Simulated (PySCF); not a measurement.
## A series of small molecules: trihydrides MH3 of group 15

Gas-phase molecules at GFN2-xTB geometries (not checked as minima at the level of the calculation), PBE0/def2-TZVP with PySCF. The ionisation energy is E(cation) − E(neutral) at fixed geometry, without spin-orbit coupling. LUMO energies depend on the basis. GFN2-xTB bonds to atoms past the second row can be off by 0.02 to 0.07 Å and angles by up to several degrees, which can move orbital and ionisation energies by up to 0.5 eV and charges by 0.01 to 0.02 e, so small steps and misses may come from the geometries. Volumes are summed on a coarse grid and good to about 2 %. Core potentials replace the inner electrons of Bi and Sb. Electronegativities are Pauling's, radii Cordero's.

```json
{"molecule": "NH3", "electronegativity of M": "3.04", "covalent radius of M (Å)": "0.71", "Hirshfeld charge of the central atom (e)": "−0.322", "HOMO energy (eV)": "−7.53", "vertical ionisation energy (eV)": "10.70", "HOMO–LUMO gap (eV)": "8.60", "volume inside the 0.001 a.u. surface (Å³)": "35"}
{"molecule": "PH3", "electronegativity of M": "2.19", "covalent radius of M (Å)": "1.07", "Hirshfeld charge of the central atom (e)": "0.036", "HOMO energy (eV)": "−7.89", "vertical ionisation energy (eV)": "10.54", "HOMO–LUMO gap (eV)": "8.79", "volume inside the 0.001 a.u. surface (Å³)": "54"}
{"molecule": "AsH3", "electronegativity of M": "2.18", "covalent radius of M (Å)": "1.19", "Hirshfeld charge of the central atom (e)": "0.089", "HOMO energy (eV)": "−7.97", "vertical ionisation energy (eV)": "10.58", "HOMO–LUMO gap (eV)": "8.71", "volume inside the 0.001 a.u. surface (Å³)": "61"}
{"molecule": "SbH3", "electronegativity of M": "2.05", "covalent radius of M (Å)": "1.39", "Hirshfeld charge of the central atom (e)": "?", "HOMO energy (eV)": "?", "vertical ionisation energy (eV)": "?", "HOMO–LUMO gap (eV)": "?", "volume inside the 0.001 a.u. surface (Å³)": "?"}
{"molecule": "BiH3", "electronegativity of M": "2.02", "covalent radius of M (Å)": "1.48", "Hirshfeld charge of the central atom (e)": "0.251", "HOMO energy (eV)": "−7.78", "vertical ionisation energy (eV)": "10.10", "HOMO–LUMO gap (eV)": "7.69", "volume inside the 0.001 a.u. surface (Å³)": "76"}
```

The results for SbH3 are withheld.

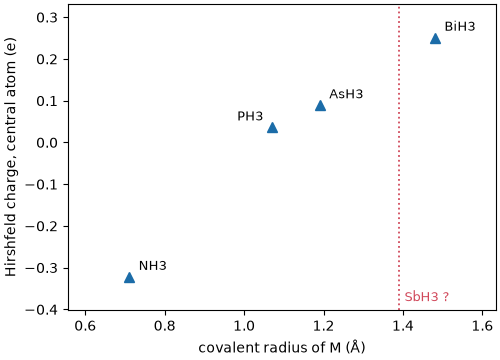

Estimate the Hirshfeld charge of the central atom for SbH3 from its trend with the covalent radius of M.

A least-squares line through the four given members is y = −0.816 + 0.745 x, with R² = 0.97 and a scatter of 0.054 e; PH3 lies farthest from it (+0.054 e). At x = 1.39 it gives 0.220 e. For a new member the 90 % prediction interval is ±0.193 e. The misses run in a curve, so a straight line is a rough model here.

How does the computed value compare?

The calculation gives 0.203 e, 0.017 e below the estimate (0.3 times the scatter, 3 % of the range of the series): inside the prediction interval. Its other results: HOMO energy −7.64 eV, vertical ionisation energy 10.01 eV, HOMO–LUMO gap 7.54 eV and volume inside the 0.001 a.u. surface 72 Å³.

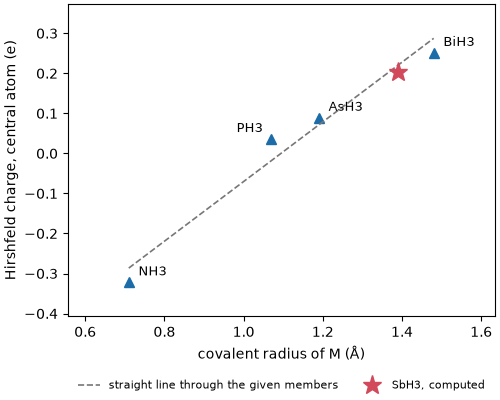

Over the series −ε(HOMO) lies 2.32 to 3.17 eV below the ionisation energy from total-energy differences, since this functional puts filled levels too high (delocalisation error). The pairing was chosen among those with R² above 0.80; series and pairings with weaker trends are left out of this set.

The single runs took from 1.2 s to 20 s, on 1 thread of shared hosts (four kinds of processor).
